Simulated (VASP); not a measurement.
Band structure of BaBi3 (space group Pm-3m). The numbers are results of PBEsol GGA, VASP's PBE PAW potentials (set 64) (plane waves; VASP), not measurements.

Unless said otherwise, spin-orbit coupling is left out, though it shifts the bands of the heavy elements here.

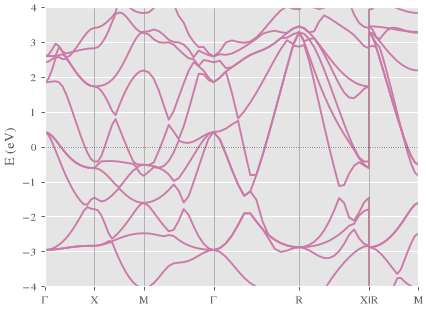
Figure. Bands along high-symmetry lines, zero at the valence-band maximum or, without a gap, the Fermi level

Task: Read the plot: is there a gap, and where are the band edges?

Result: It has no gap at this level: it comes out as a metal or semimetal. (Edges off the drawn lines would not show.)

The structure comes from a computed database's BaBi3 entry (Pm-3m); how it stands against other phases isn't given here. It was relaxed first. The electron count is odd and the run is not spin-polarised, which forces a metal.
